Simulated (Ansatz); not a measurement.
Consider Bi2Te3 in the Bi2Te3 type structure (space group R-3m, No. 166; a = 4.396 Å, c = 31.389 Å (hexagonal axes)). Axes: x lies along a and z along c of the hexagonal cell.

One thing is altered: uniaxial strain ε_yy = +2.11 %, all other strain components held at zero; the atoms relax in the strained cell.

The values are results of r2SCAN+rVV10 (Ansatz, a first-principles code; PAW; 500 eV plane waves; no spin-orbit coupling), earlier PAW set, not measurements.

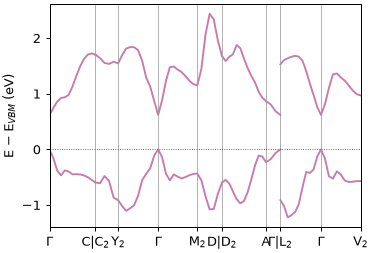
*Highest valence and lowest conduction band along the path of the changed cell's own zone*

Task: Read the changed gap and its character from the plot.

Result: About 0.62 eV, direct at Γ.

Spin-orbit coupling, missing from the scalar runs, can matter with Bi and Te. No phonon test of stability was made. k-point labels follow each cell's own Brillouin zone.
